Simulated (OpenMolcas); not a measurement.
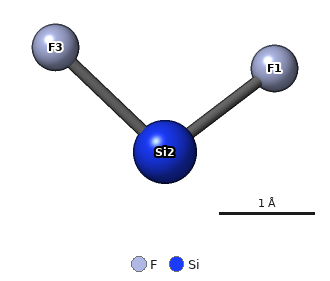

**Figure 1.** The structure (ball-and-stick view, seen at a tilt; atoms are numbered from 1 in the order of the input).

**Run report: SiF₂, single-point calculation (part 1 of 2)**

SiF₂, computed with CASSCF/ANO-RCC-VDZ, DKH2 (OpenMolcas 26.06).

The geometry comes from this level: PBE0-D4/def2-TZVP.

The input
```
>>> EXPORT MOLCAS_PRINT=2
&GATEWAY
Coord = mol.xyz
Basis = ANO-RCC-MB
Group = NoSym
&SEWARD
&RASSCF
FileOrb = $CurrDir/step1.ScfOrb
Spin = 1
Nactel = 18 0 0
Inactive = 7
Ras2 = 12
OrbListing = Nothing
>>> COPY $Project.RunFile RUNFIL1
>>> COPY $Project.RasOrb INPORB
&GATEWAY
Coord = mol.xyz
Basis = ANO-RCC-VDZ
Group = NoSym
RICD
&SEWARD
>>> COPY $Project.RunFile RUNFIL2
&EXPBAS
&RASSCF
FileOrb = $Project.ExpOrb
Spin = 1
Nactel = 18 0 0
Inactive = 7
Ras2 = 12
OrbListing = Nothing
OrbAppear = Compact
```

File mol.xyz
```
3

F      0.166300     1.246800     0.229400
Si    -0.594900    -0.046400    -0.330100
F      0.428600    -1.200400     0.100700
```

Machine: 1 thread of Intel Xeon (Sapphire Rapids), 16 GiB of memory available, shared host.

Command:
```bash
export MOLCAS_MEM=1860
pymolcas step2.input > step2.log
```

Log
```
--- Start Module: gateway ---

                                              &GATEWAY

                       available to each process: 1.9 GB of memory, 1 thread

++    Symmetry information:
      ---------------------

                    Character Table for C1

                             E
                    a        1  x, y, xy, Rz, z, xz, Ry, yz, Rx, I
--

++    Basis set information:
      ----------------------

      Basis set label: F.ANO-RCC...2S1P.

      Electronic valence basis set:
      ------------------
      Associated Effective Charge   9.000000 au
      Associated Actual Charge      9.000000 au
      Nuclear Model: Point charge

      Shell  nPrim  nBasis  Cartesian Spherical Contaminant
         s      14       2        X
         p       9       1        X

      Basis set label: SI.ANO-RCC...3S2P.

      Electronic valence basis set:
      ------------------
      Associated Effective Charge  14.000000 au
      Associated Actual Charge     14.000000 au
      Nuclear Model: Point charge

      Shell  nPrim  nBasis  Cartesian Spherical Contaminant
         s      17       3        X
         p      12       2        X

      Basis set label: F.ANO-RCC...2S1P.

      Electronic valence basis set:
      ------------------
      Associated Effective Charge   9.000000 au
      Associated Actual Charge      9.000000 au
      Nuclear Model: Point charge

      Shell  nPrim  nBasis  Cartesian Spherical Contaminant
         s      14       2        X
         p       9       1        X
--

++    Molecular structure info:
      -------------------------

                    ************************************************
                    **** Cartesian Coordinates / bohr, angstrom ****
                    ************************************************

     Center  Label                x              y              z                     x              y              z
        1      F1               0.314261       2.356111       0.433503              0.166300       1.246800       0.229400
        2      SI2             -1.124198      -0.087683      -0.623799             -0.594900      -0.046400      -0.330100
        3      F3               0.809937      -2.268427       0.190295              0.428600      -1.200400       0.100700

                    ***************************************
                    *    InterNuclear Distances / bohr    *
                    ***************************************

               1 F1            2 SI2           3 F3
    1 F1       0.000000
    2 SI2      3.026414        0.000000
    3 F3       4.657381        3.026429        0.000000

                    *******************************************
                    *    InterNuclear Distances / angstrom    *
                    *******************************************

               1 F1            2 SI2           3 F3
    1 F1       0.000000
    2 SI2      1.601509        0.000000
    3 F3       2.464580        1.601517        0.000000
--

            Nuclear Potential Energy            100.65841358 au

--- Stop Module: gateway /rc=_RC_ALL_IS_WELL_ ---

--- Start Module: seward ---

                                              &SEWARD

                       available to each process: 1.9 GB of memory, 1 thread

               SEWARD will generate:
                  Multipole Moment integrals up to order  2
                  Kinetic Energy integrals
                  Nuclear Attraction integrals (point charge)
                  One-Electron Hamiltonian integrals
                  Velocity integrals
                  Relativistic Douglas-Kroll-Hess integrals:
                    - Parametrization         : EXP
                    - DKH order of Hamiltonian: 2
                    - DKH order of Properties : 0
                         - multipole moment operators
                         - electric potential operators
                         - contact operators
                  Orbital angular momentum around ( -0.1530  -0.0119  -0.0849 )
                  Velocity quadrupole around ( -0.1530  -0.0119  -0.0849 )
                  Atomic mean-field integrals
                  Two-Electron Repulsion integrals

                   Integrals are discarded if absolute value <: 1.00E-14
                   Integral cutoff threshold is set to       <: 1.00E-16

            Nuclear Potential Energy            100.65841358 au

      Basis set specifications :
      Symmetry species         a
      Basis functions           19

--- Stop Module: seward /rc=_RC_ALL_IS_WELL_ ---
--- Module seward spent 1 second ---

--- Start Module: rasscf ---

                                              &RASSCF

                       available to each process: 1.9 GB of memory, 1 thread

      Header of the ONEINT file:
      --------------------------

      OrdInt status: non-squared

      Cartesian coordinates in angstrom:
      -----------------------------------------------------
      No.  Label        X            Y            Z
      -----------------------------------------------------
       1   F1         0.16630000   1.24680000   0.22940000
       2   SI2       -0.59490000  -0.04640000  -0.33010000
       3   F3         0.42860000  -1.20040000   0.10070000
      -----------------------------------------------------
      Nuclear repulsion energy =  100.65841358

++    Wave function specifications:
      -----------------------------

      Number of closed shell electrons          14
      Number of electrons in active shells      18
      Max number of holes in RAS1 space          0
      Max nr of electrons in RAS3 space          0
      Number of inactive orbitals                7
      Number of active orbitals                 12
      Number of secondary orbitals               0
      Spin quantum number                      0.0
      State symmetry                             1
--

++    Orbital specifications:
      -----------------------

      Symmetry species                           1
                                                 a
      Frozen orbitals                            0
      Inactive orbitals                          7
      Active orbitals                           12
      RAS1 orbitals                              0
      RAS2 orbitals                             12
      RAS3 orbitals                              0
      Secondary orbitals                         0
      Deleted orbitals                           0
      Number of basis functions                 19
--

++    CI expansion specifications:
      ----------------------------

      Number of CSFs                         15730
      Number of spin combinations            24310
      Number of determinants                 48400
      Number of root(s) required                 1
      Root chosen for geometry opt.              1
      CI root used                               1

      highest root included in the CI            1
      max. size of the explicit Hamiltonian    200
--

++    Optimization specifications:
      ----------------------------

      RASSCF algorithm: Conventional
      Maximum number of macro iterations       200
      Maximum number of SX iterations          100
      Threshold for RASSCF energy            1.000E-08
      Threshold for max MO rotation          1.000E-01
      Threshold for max BLB element          1.000E-04
      Level shift parameter                  5.000E-01
      Make Quasi-Newton update
--

      The MO-coefficients are taken from the file:
      step1.ScfOrb
      Title: SCF orbitals

      Total molecular charge    0.00

      ************************************************************************************************************************
      *                                            Wave function control section                                             *
      ************************************************************************************************************************

                                         RASSCF iterations: Energy and convergence statistics
                                         ----------------------------------------------------

          iter iter root      energy       change     param      element    value   shift minimum  type update hh:mm:ss
 Nr of preliminary CI iterations:   5
        1   1   20    1  -488.62150666    0.00E+00  -2.67E-02    3  19 1 -3.47E-03*  0.00   0.00    SX    NO    0:00:01
        2   2   15    1  -488.62156070   -5.40E-05*  3.07E-03    7  19 1 -6.61E-04*  0.00   0.00    SX    NO    0:00:00
        3   1   14    1  -488.62156202   -1.33E-06* -8.45E-04    7  19 1 -1.55E-04*  0.00   0.00    SX    NO    0:00:00
        4   7   10    1  -488.62156731   -5.29E-06* -3.54E-04    3  19 1 -2.33E-04*  0.00   0.00    SX    NO    0:00:01
        5   1    9    1  -488.62156732   -1.06E-08*  1.50E-04    3  19 1 -1.15E-05   0.00   1.13    QN   YES    0:00:00
        6   1    3    1  -488.62156732   -2.62E-10  -4.79E-06    3  19 1  3.33E-06   0.00   1.10    QN   YES    0:00:00
      Convergence after  6 iterations
        7   1    3    1  -488.62156732   -3.81E-12  -4.79E-06    6  17 1 -3.34E-07   0.00   1.10    QN   YES    0:00:00

      ************************************************************************************************************************
                                                      Wave function printout:
                       occupation of active orbitals, and spin coupling of open shells (u,d: Spin up or down)
      ************************************************************************************************************************

      Note: transformation to natural orbitals
      has been made, which may change the order of the CSFs.

      printout of CI-coefficients larger than  0.05 for root  1
      energy=    -488.621567
      conf/sym  111111111111     Coeff  Weight
             1  222222222000  -0.96867 0.93832
             5  222222220200   0.09925 0.00985
            21  222222u2udd0  -0.06145 0.00378
            31  222222220020   0.07548 0.00570
            62  222222uu2d0d   0.06489 0.00421

      Natural orbitals and occupation numbers for root  1
      sym 1:   1.999826   1.999817   1.989737   1.993257   1.995446   1.985415   1.979018   1.978424   1.950193   0.060119
               0.036157   0.032592

      ************************************************************************************************************************
      *                                                    Final results                                                     *
      ************************************************************************************************************************

++    Final optimization conditions:
      ------------------------------

      Average CI energy                            -488.62156732
      RASSCF energy for state  1                   -488.62156732
      Super-CI energy                                -0.00000000
      RASSCF energy change                            0.00000000
      Max change in MO coefficients              -4.751E-06
      Max non-diagonal density matrix element    -4.789E-06
      Maximum BLB matrix element                 -3.335E-07
      (orbital pair   6,  17 in symmetry   1)
      Norm of electronic gradient            5.129E-07
--

      Final state energy(ies):
      ------------------------

::    RASSCF root number  1 Total energy:   -488.62156732
      Von Neumann Entropy (Root   1) =  0.44571

      Mulliken population analysis for root number:  1
      -----------------------------------------------

++    Molecular charges:
      ------------------

      Mulliken charges per centre
      ---------------------------

                F1      SI2     F3
      Total    9.5099 12.9801  9.5099

      N-E     -0.5099  1.0199 -0.5099

      Total electronic charge=   32.000000

      Total            charge=   -0.000000
--

      Expectation values of various properties for root number:  1
      -----------------------------------------------------------

++    Molecular properties:
      ---------------------

      Charge (e):
                      =   -0.0000
      Dipole Moment (debye):
      Origin of the operator (angstrom)=   -0.0810   -0.0063   -0.0449
                   X= -1.0916E+00               Y= -8.5118E-02               Z= -6.0568E-01           Total=  1.2512E+00
      Quadrupole Moment (debye*angstrom):
      Origin of the operator (angstrom)=   -0.0810   -0.0063   -0.0449
                  XX= -2.4249E+01              XY=  4.5567E-01              XZ= -2.1789E+00              YY= -2.7353E+01
                  YZ= -5.4976E-01              ZZ= -2.1418E+01
      In traceless form (debye*angstrom)
                  XX=  1.3694E-01              XY=  6.8350E-01              XZ= -3.2684E+00              YY= -4.5197E+00
                  YZ= -8.2464E-01              ZZ=  4.3828E+00
--

      LoProp population analysis for root number:  1
      -----------------------------------------------

++    LoProp analysis:
      ----------------

++    Static properties:
      ------------------

      LoProp Charges per center

                   F1       SI2      F3
      Nuclear      9.0000  14.0000   9.0000
      Electronic  -9.3739 -13.2523  -9.3739

      Total       -0.3739   0.7477  -0.3739
--

      Natural Bond Order analysis for root number:  1
```
